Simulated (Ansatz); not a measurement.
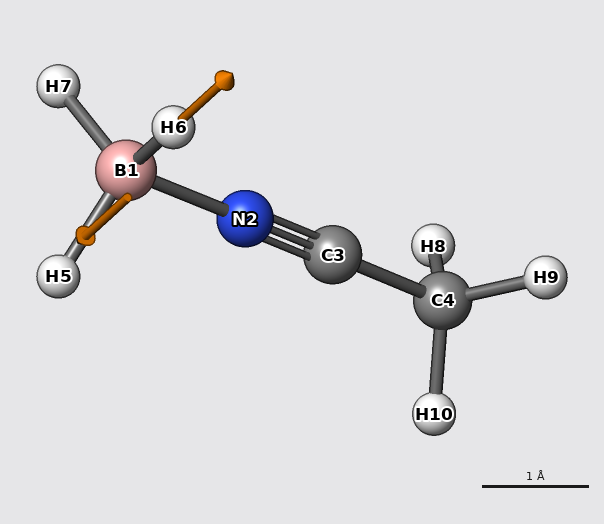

Arrows show the forces on the atoms, 0.2 Å of arrow for 1 eV/Å; forces under a tenth of the largest aren't drawn. Level of theory: PBE0-D4/def2-TZVP (Ansatz 0.2.0).

> Which bond do the forces act along most?

B1–H6, now 1.042 Å: the forces push its atoms apart, so a first step downhill lengthens it.

List the force components in the frame of the picture (x right, y up, z towards the viewer), in eV/Å.

| atom | Fx | Fy | Fz |
| --- | --- | --- | --- |
| B1 | −2.42 | −2.20 | −4.55 |
| N2 | 0.00 | 0.00 | 0.00 |
| C3 | 0.00 | 0.00 | 0.00 |
| C4 | 0.00 | 0.00 | 0.00 |
| H5 | 0.00 | 0.00 | 0.00 |
| H6 | 2.42 | 2.20 | 4.55 |
| H7 | 0.00 | 0.00 | 0.00 |
| H8 | 0.00 | 0.00 | 0.00 |
| H9 | 0.00 | 0.00 | 0.00 |
| H10 | 0.00 | 0.00 | 0.00 |
